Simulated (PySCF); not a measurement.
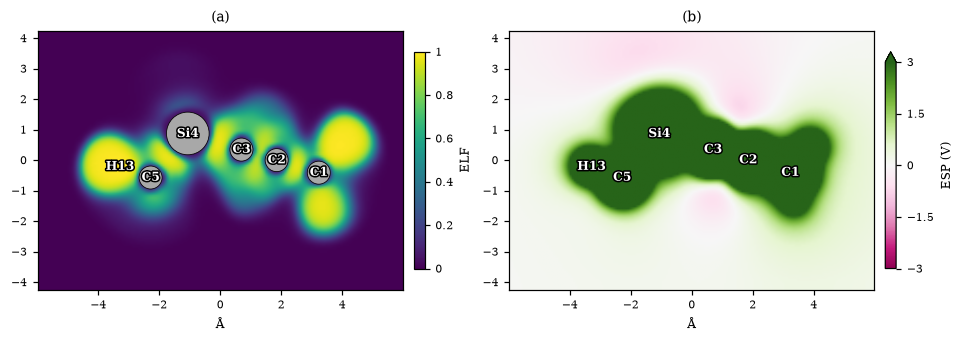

Figure. C$_{4}$H$_{6}$ClFSi. (a) ELF; (b) electrostatic potential on the plane of atoms Si4, C5 and H13. Grey discs cover the atomic cores in the ELF map.

Geometry: GFN2-xTB.

All numbers below come from wB97X-D/def2-SVPD, SCF density, gas phase (PySCF 2.14.0).

```xyz
13

C    -3.0011   -0.4329    0.3032
C    -1.6218   -0.0156    0.2534
C    -0.4687    0.3339    0.2180
Si    1.2856    0.8774    0.1211
C     2.4917   -0.5368   -0.2272
F     1.6690    1.4896    1.5696
Cl    1.4783    2.3965   -1.1927
H    -3.6519    0.4179    0.1040
H    -3.1819   -1.2030   -0.4462
H    -3.2328   -0.8344    1.2891
H     2.4087   -1.3104    0.5307
H     2.3000   -0.9977   -1.1915
H     3.5204   -0.1840   -0.2277
```

> Read the bonding off the picture.

- The plane passes through C, Si and H nuclei.
- C–C (1.21 Å): the ELF peaks at about 0.85 between the atoms (a short, multiple covalent bond).
- C–Si (1.84 Å): the ELF peaks at about 0.95 between the atoms (a covalent bond).
- C–H (1.09 Å): the ELF climbs to about 1 towards the hydrogen, as it does in any bond to H (an ordinary covalent bond to hydrogen).
- C–Si (1.89 Å): the ELF peaks at about 0.95 between the atoms; a shared electron pair.
- Outside the dense part of the molecule the potential is most negative (−0.7 V) near C3.
